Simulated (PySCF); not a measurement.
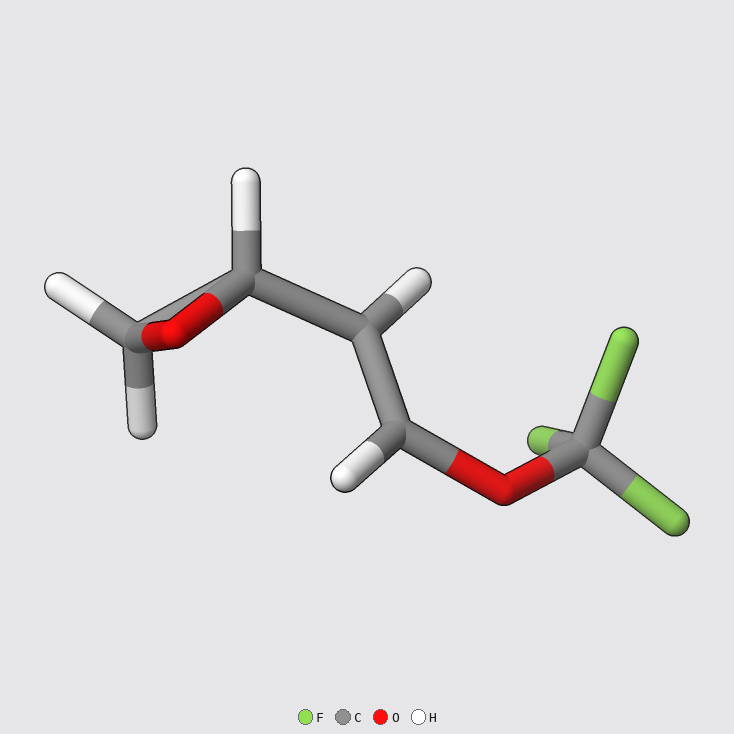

The picture shows a molecular structure as a stick model. Every bond is drawn as one stick, whatever its order.

The computed structure is the end point of a GFN2-xTB optimisation. No frequency run is at hand to confirm it as a minimum.

Count the atoms of each element.

Answer. C₅H₅F₃O₂, 15 atoms: 5 carbon, 5 hydrogen, 3 fluorine and 2 oxygen.

Name some functional groups or characteristic bonds that it holds.

Answer. Among them: ether, alkene, C–F bond.

How many bonds of each kind are drawn?

Answer. 5 C–H, 4 C–O, 3 C–F, 3 C–C.

Write the SMILES.

Answer. FC(F)(F)O/C=C/[C@H]1CO1

Give the symmetry (Schoenflies symbol).

Answer. C1.

The parts below concern this one geometry. Atoms keep their numbers from picture to picture.

Bond orders

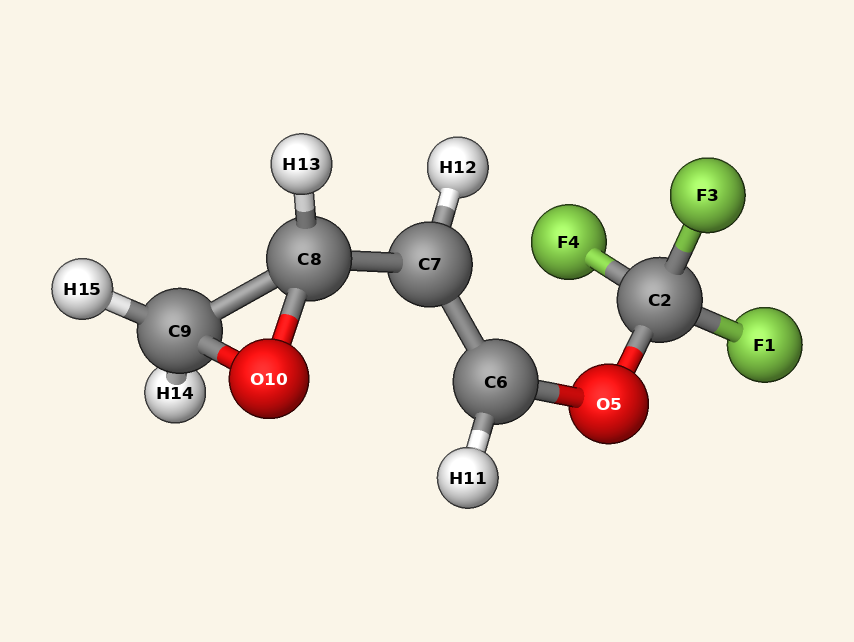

Every bond is drawn as one stick. No frequency run is at hand to confirm it as a minimum. Method: PBE0/pcSseg-1 (PySCF 2.14.0).

Which bond between heavy atoms has the highest Mayer bond order?

Answer. C6–C7, 1.86, at a length of 1.322 Å.

List the Mayer bond orders of F1–C2, C2–F3, C2–F4, C2–O5, O5–C6, C6–C7, C7–C8, C8–C9, C8–O10, C9–O10 (bonds between heavy atoms, one of each equivalent set).

| bond | Mayer order | length (Å) |
| --- | --- | --- |
| F1–C2 | 1.06 | 1.326 |
| C2–F3 | 1.00 | 1.344 |
| C2–F4 | 1.00 | 1.345 |
| C2–O5 | 1.09 | 1.321 |
| O5–C6 | 0.90 | 1.391 |
| C6–C7 | 1.86 | 1.322 |
| C7–C8 | 1.05 | 1.482 |
| C8–C9 | 1.00 | 1.472 |
| C8–O10 | 0.94 | 1.395 |
| C9–O10 | 0.93 | 1.395 |

Dipole moment

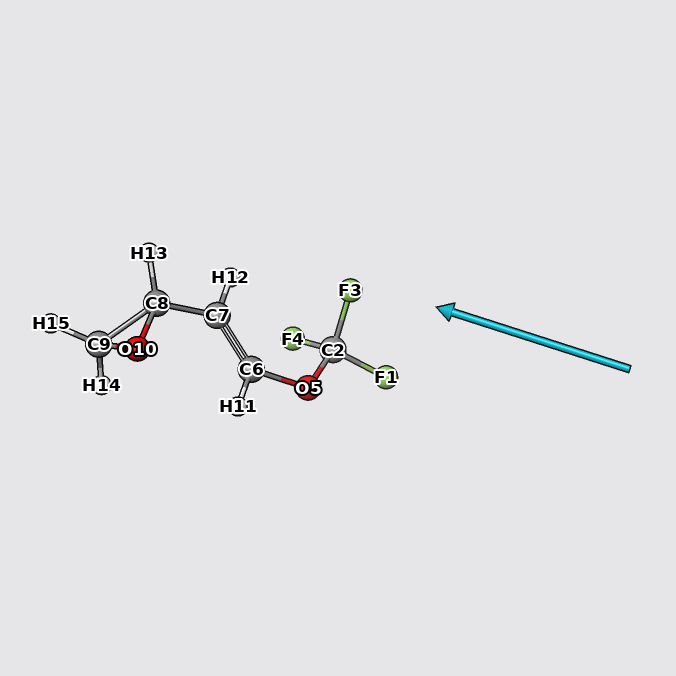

The arrow beside the molecule shows the direction of the dipole moment, from the negative to the positive end (its length means nothing). No frequency run is at hand to confirm it as a minimum. Level of theory: PBE0/pcSseg-1, gas phase (PySCF 2.14.0).

Estimate the dipole moment.

Answer. 2.43 D; it points from the side of F1 to the side of H15 (the outermost atoms at the two ends).

Ring current

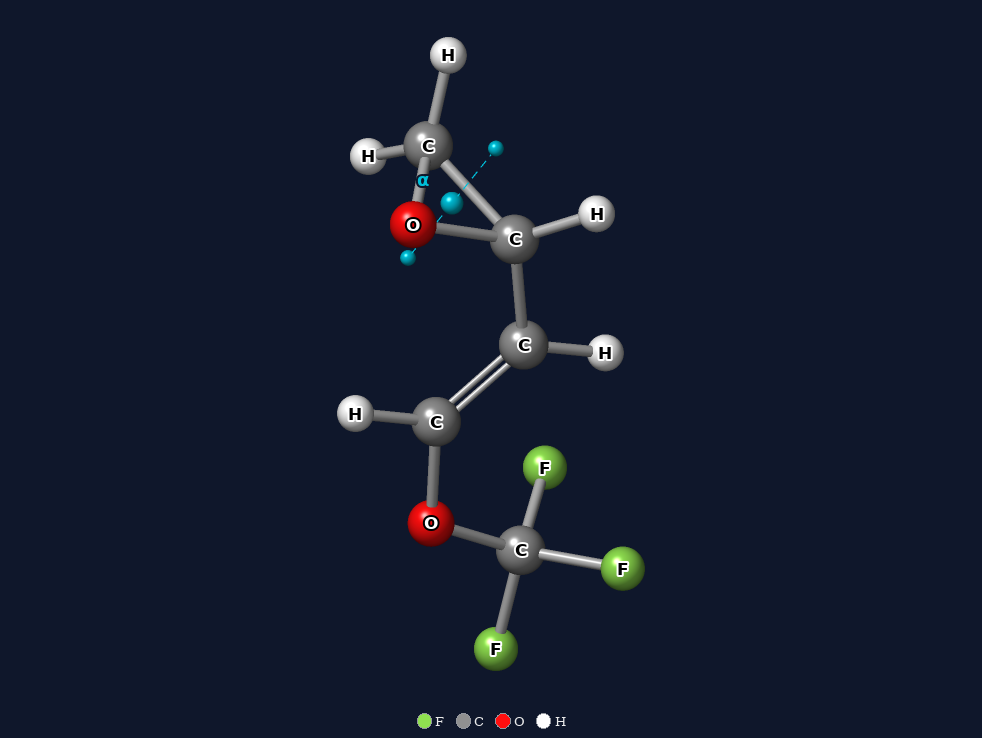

The small points mark where nucleus-independent chemical shifts (NICS) were computed: at the centre of each lettered ring and 1 Å above and below it. No frequency run is at hand to confirm it as a minimum. Method: GIAO PBE0/pcSseg-1 NMR shielding, non-relativistic, gas phase (PySCF 2.14.0).

Give NICS(0), NICS(1) and the out-of-plane component NICS(1)zz for each ring (means of the two sides).

```
ring  members  NICS(0)  NICS(1)  NICS(1)zz
   α      C2O    −46.4     −5.9      −22.4
```

Values in ppm.

Quadrupole coupling

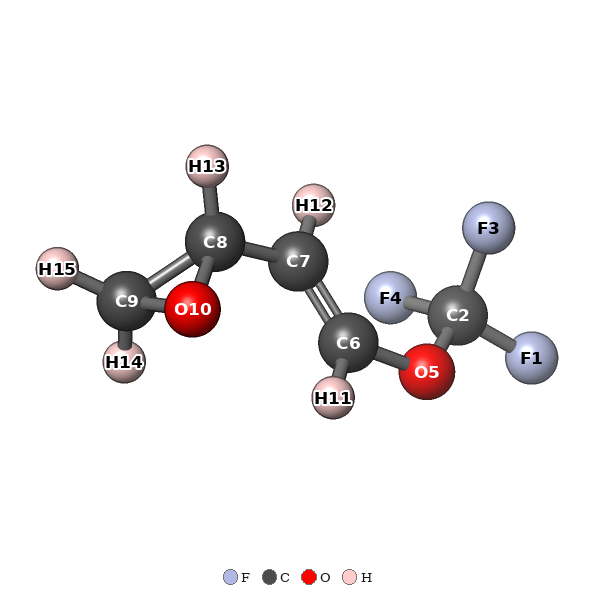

No frequency run is at hand to confirm it as a minimum. Electric field gradients from the ground-state density, PBE0/pcSseg-1 (PySCF 2.14.0), non-relativistic apart from any core potentials.

Give the largest field-gradient component, the quadrupole coupling constant and the asymmetry for 17O at O5 (Q = −25.6 mb), 17O at O10 (Q = −25.6 mb), 2H at H11 (Q = 2.86 mb), 2H at H12 (Q = 2.86 mb), 2H at H13 (Q = 2.86 mb), 2H at H14 (Q = 2.86 mb).

| atom | V_zz (a.u.) | e²qQ/h (MHz) | η |
| --- | --- | --- | --- |
| O5 | 1.900 | −11.43 | 0.65 |
| O10 | −2.219 | 13.35 | 0.06 |
| H11 | 0.318 | 0.213 | 0.10 |
| H12 | 0.325 | 0.218 | 0.10 |
| H13 | 0.305 | 0.205 | 0.09 |
| H14 | 0.313 | 0.210 | 0.07 |
